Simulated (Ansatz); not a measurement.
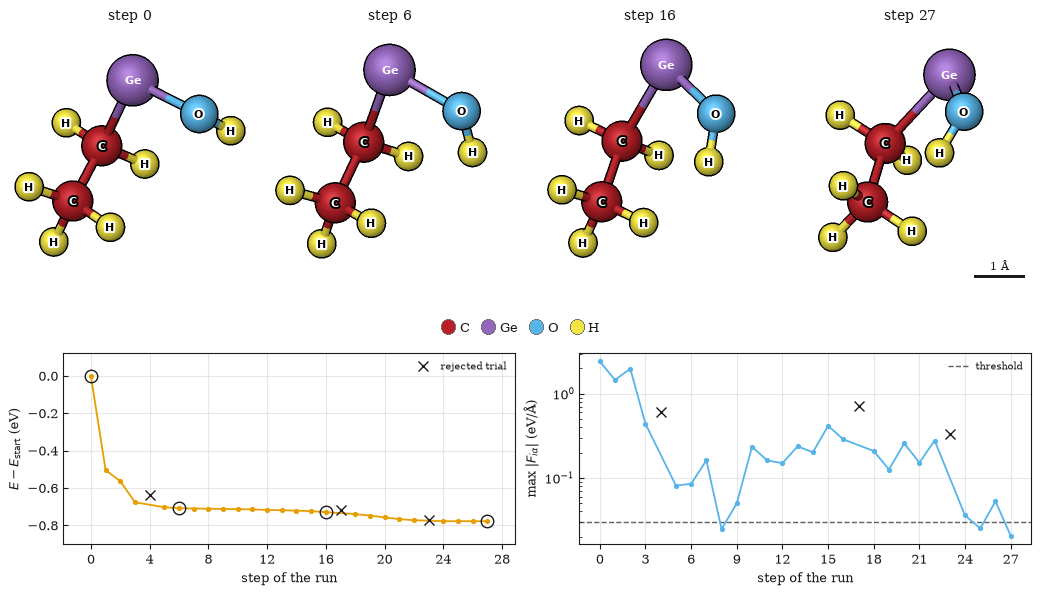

Frames of a relaxation of C2H6GeO (coarse preliminary run), marked on the history of the run. Style: ball-and-stick. Shown from a free direction.

The start comes from a force field.

Method: RKS PBE-D4/def2-SVP (Ansatz 0.2.0). Set-up: force threshold 0.03 eV/Å; at most 200 steps.

Describe the path.

Answer. After 24 accepted moves (27 points after the start) the energy has fallen by 0.777 eV. Largest force component: 2.4 eV/Å at the start, 0.021 eV/Å at the end. The line search rejected the trial steps at points 4, 17, 23 of the run. The forces were under the threshold at step 8, but the run went on from there. An H atom moves most after the best rigid fit: 1.67 Å. Largest moves by element: H 1.67 Å, Ge 0.99 Å, O 0.32 Å, C 0.30 Å. Some distances before and after: C–Ge 1.938 → 2.043 Å, C–C 1.457 → 1.527 Å, C–H 1.160 → 1.111 Å, C–H 1.074 → 1.115 Å. Bond angles that change, for instance: C–Ge–O 110.9° → 98.7°, Ge–O–H 102.8° → 112.9°, C–C–Ge 108.8° → 117.4°. Groups turn about C–Ge by about 65°, Ge–O by about 55°. The run took 17 s on 4 threads of Intel Xeon 6975P-C, on a shared host. From step 0 to 6: an H atom moves most (0.58 Å), energy −0.707 eV. From step 6 to 16: an H atom moves most (0.69 Å), energy −0.022 eV. From step 16 to 27: an H atom moves most (0.71 Å), energy −0.048 eV.
